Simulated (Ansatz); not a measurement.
```yaml
crystal:
  lattice:
    - [-3.44149, 0.00000, -6.04810]
    - [0.00000, 2.71061, 0.00000]
    - [7.04401, 0.00000, -0.09267]
  atoms:
    - { symbol: Si, position: [0.18027, 0.50000, 0.78005] }
    - { symbol: Si, position: [0.76094, 0.00000, 0.57928] }
    - { symbol: C, position: [0.41502, 0.00000, 0.18896] }
    - { symbol: Si, position: [0.59540, 0.50000, 0.83133] }
    - { symbol: C, position: [0.22111, 0.50000, 0.39866] }
    - { symbol: C, position: [0.81910, 0.00000, 0.22409] }
    - { symbol: N, position: [0.32170, 0.50000, 0.63908] }
    - { symbol: N, position: [0.66502, 0.00000, 0.31037] }
    - { symbol: N, position: [0.34870, 0.50000, 0.05720] }
    - { symbol: N, position: [0.03112, 0.00000, 0.72045] }
    - { symbol: N, position: [0.29410, 0.00000, 0.32081] }
    - { symbol: N, position: [0.68156, 0.50000, 0.65105] }
    - { symbol: N, position: [0.69566, 0.00000, 0.99349] }
    - { symbol: N, position: [0.97032, 0.50000, 0.30520] }
```

Space group Pm; a structure from a database of computed crystals, not necessarily the ambient phase; started from the beta-nitride host prototype, which need not be the ambient phase; not relaxed (largest force 0.4 eV/Å); computed pressure about 6 GPa in this cell.

Level of theory: DFT, PBE, plane waves, PAW in Ansatz.

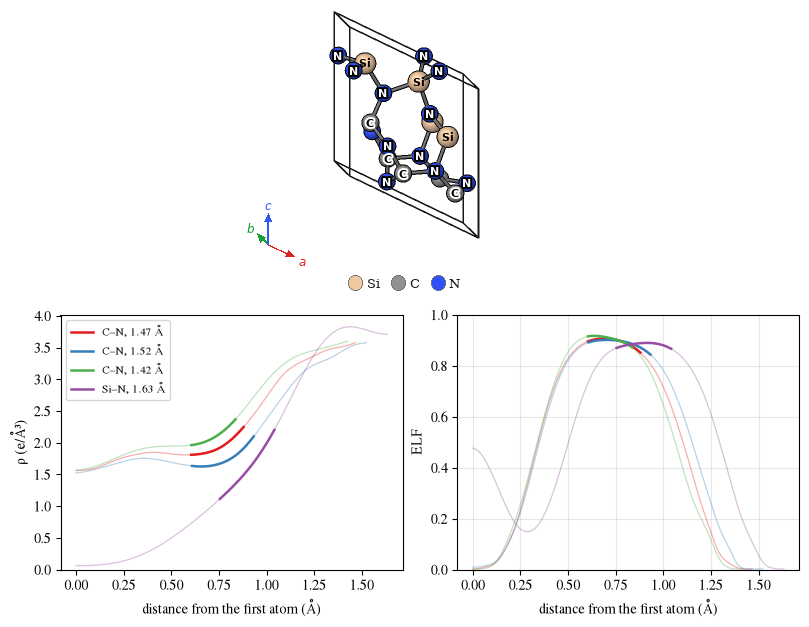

Si3C3N8. Valence pseudo-density and electron localisation function along straight lines between neighbouring atoms. Thin, pale parts lie inside the atomic spheres. The structure is drawn too.

Core electrons are frozen (PAW), and the valence fields are smoothed inside the atomic spheres.

What can be read from the curves?

C–N (1.47 Å): the density is about 1.9 e/Å³ at the midpoint; the ELF peaks at about 0.90 between the atoms: localised, covalent bonding.
C–N (1.52 Å): ρ at the midpoint is about 1.7 e/Å³; the ELF peaks at about 0.90 between the atoms; a covalent bond.
C–N (1.42 Å): the density is about 2.1 e/Å³ at the midpoint; the ELF peaks at about 0.90 between the atoms: a shared electron pair.
Si–N (1.63 Å): ρ at the midpoint is about 1.3 e/Å³; the ELF peaks at about 0.90 between the atoms, as expected for a shared but strongly polarised pair.
